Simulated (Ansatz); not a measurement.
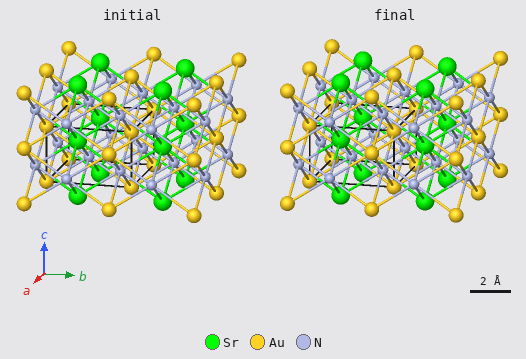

The structure of crystalline SrAuN₂ (a generated structure, set up in P4/mmm) (coarse preliminary run) before (left) and after (right) a relaxation, at one scale.

Style: ball-and-stick. Shown: the cell of the calculation, repeated 2 × 2 × 2 with one cell outlined, slightly off an axis.

The calculation used Ansatz 0.2.0, DFT PBE, scalar-relativistic, plane waves, PAW. Set-up: plane-wave cutoff 420 eV; k-point mesh 4 × 4 × 6; occupations gaussian; smearing width 0.1 eV; no spin polarisation; cell and atoms relaxed; force threshold 0.04 eV/Å; at most 70 steps.

> What changed between the two?

The atoms keep their places relative to the cell (all moves are under 0.005 Å). The volume changes by −0.1 %, with a = b 4.448 → 4.414 Å (−0.8 %), c 2.906 → 2.950 Å (+1.5 %). Near-neighbour distances that change, for instance: Sr–Sr 2.906 → 2.950 Å, Au–Sr 3.146 → 3.121 Å. The space group stays P4/mmm (No. 123). Over 2 accepted moves (3 points after the start) the energy falls by 1.7 meV per atom. All forces vanish by symmetry, so only the cell relaxes. The pressure goes from −0.25 to 0.02 GPa. The SCF was repeated once at an unchanged geometry on a basis and grid sized afresh for the cell, which shifted the energy by less than 0.05 meV per atom at most.
